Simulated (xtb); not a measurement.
## CH$_{3}$BrSn: polarizability calculation

The run: polarizability calculation of CH$_{3}$BrSn, SMILES [CH3][Sn][Br]. Method and program: PTB (xtb 6.7.1 later snapshot).

The geometry comes from this level: PBE0-D4/def2-TZVP.

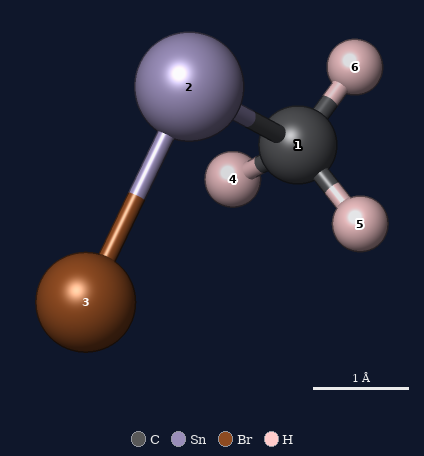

Fig. 1: The structure as given in the input (ball-and-stick view, seen at a tilt; atoms are numbered from 1 in the order of the input). Sticks mark near contacts.

Input file (mol.xyz)
```
6

C     -0.41950000     0.47180000    -0.31590000
Sn     0.25520000    -0.26170000     1.62110000
Br     1.77660000    -2.03120000     0.62700000
H     -0.87030000    -0.35100000    -0.87750000
H      0.44380000     0.82540000    -0.88660000
H     -1.14360000     1.28270000    -0.21430000
```

Command:
```bash
xtb mol.xyz --alpha --ptb | tee out.txt
```

Output
```
* xtb version 6.7.1
   ID    Z sym.   atoms
    1    6 C      1
    2   50 Sn     2
    3   35 Br     3
    4    1 H      4-6

           -------------------------------------------------
          |                Calculation Setup                |
           -------------------------------------------------

          program call               : xtb mol.xyz --alpha --ptb
          coordinate file            : mol.xyz
          omp threads                :                     1

           -------------------------------------------------
          |                      P T B                      |
           -------------------------------------------------

                              @@@ @

          ...................................................
          :                      SETUP                      :
          :.................................................:
          :  # atomic orbitals                  54          :
          :  # shells                           24          :
          :  # electrons                        18          :
          :  # open shells                       0          :
          :  max. iterations                     2          :
          :  Hamiltonian                       PTB          :
          :  PC potential                    false          :
          :  electronic temp.          300.0000000     K    :
          :  -> integral cutoff          0.2500000E+02      :
          :  verbosity level                     2          :
          ...................................................

          --- Calculation progress: ---
              1st iteration...
              2nd iteration...
          --- Two-step SCF done. ---

           -------------------------------------------------
          |                Property Printout                |
           -------------------------------------------------

    * Orbital Energies and Occupations

         #    Occupation            Energy/Eh            Energy/eV
      -------------------------------------------------------------
         1        2.0000           -0.9270403             -25.2261
         2        2.0000           -0.8104081             -22.0523
         3        2.0000           -0.6037581             -16.4291
         4        2.0000           -0.4996997             -13.5975
         5        2.0000           -0.4945893             -13.4585
         6        2.0000           -0.4417712             -12.0212
         7        2.0000           -0.4140914             -11.2680
         8        2.0000           -0.4078447             -11.0980
         9        2.0000           -0.3320002              -9.0342 (HOMO)
        10                          0.0330661               0.8998 (LUMO)
        11                          0.1400394               3.8107
        12                          0.1726798               4.6989
        13                          0.2404978               6.5443
        14                          0.2475178               6.7353
        15                          0.2666242               7.2552
        16                          0.2699042               7.3445
        17                          0.3038161               8.2673
        18                          0.3380614               9.1991
        19                          0.3424410               9.3183
        20                          0.3997968              10.8790
       ...                                ...                  ...
        54                         74.8442330            2036.6152
      -------------------------------------------------------------
                  HL-Gap            0.3650663 Eh            9.9340 eV
             Fermi-level            0.0000000 Eh            0.0000 eV

    * Atomic partial charges (q)     Shell populations (p)
    ------------------------------------------------------------------------------------
      #  sym   q                     1          2          3          4          5
    ------------------------------------------------------------------------------------
      1  C    -0.33693               0.56849    0.30227    2.19373    1.13740    0.13504
      2  Sn    0.48669               1.06148    0.52061    1.21353    0.40849    0.30921
      3  Br   -0.20299               1.43849    0.43029    4.02467    1.27076    0.03878
      4  H     0.01836               0.66750    0.15040    0.16374
      5  H     0.01864               0.66727    0.15030    0.16378
      6  H     0.01624               0.67439    0.14955    0.15982
    ------------------------------------------------------------------------------------
      total:   0.00000

Wiberg/Mayer (AO) data.
largest (>0.10) Wiberg bond orders for each atom

 ---------------------------------------------------------------------------
     #   Z sym  total        # sym  WBO       # sym  WBO       # sym  WBO
 ---------------------------------------------------------------------------
     1   6      3.930 --     6      0.998     4      0.989     5      0.988
                             2      0.936
     2  50      2.125 --     3      1.075     1      0.936
     3  35      1.111 --     2      1.075
     4   1      1.047 --     1      0.989
     5   1      1.047 --     1      0.988
     6   1      1.035 --     1      0.998
 ---------------------------------------------------------------------------

Topologies differ in total number of bonds
Writing topology from bond orders to xtbtopo.mol

 --------------------------------------
    Molecular dipole moment (a.u.)
    X        Y        Z
 --------------------------------------
   -0.5596   0.6470   0.1829
 --------------------------------------
    Total dipole moment (a.u. / Debye):
    0.8747   2.2234

 --------------------------------------
    Molecular quadrupole tensor: (a.u.)
         X         Y         Z
    X    1.4182
    Y   10.9371    0.0042
    Z   -3.4243    3.7005   -1.4225

 --------------------------------------
    Numerical polarizability tensor: (a.u.)
         X         Y         Z
    X   64.3996  -18.4694   -0.3177
    Y  -18.4694   69.5720    0.8090
    Z   -0.3177    0.8090   69.3838
 --------------------------------------
    Total isotropic dipole polarizability (a.u. / Å³):
   67.7851  10.0447

------------------------------------------------------------------------
------------------------------------------------------------------------
 total:
 *  cpu-time:     0 d,  0 h,  0 min,  0.012 sec
 * ratio c/w:     1.000 speedup
 SCF:
 *  cpu-time:     0 d,  0 h,  0 min,  0.011 sec
 * ratio c/w:     1.000 speedup
```

Standard error
```
normal termination of xtb
```

Results in brief

- outcome: converged
- electrons treated: 18
- HOMO: −9.03 eV
- LUMO: 0.90 eV
- dipole moment: 2.22 D
- hardware: 1 thread of Arm Neoverse V2, 24 GiB of memory available, shared host
- peak memory: 0.073 GiB
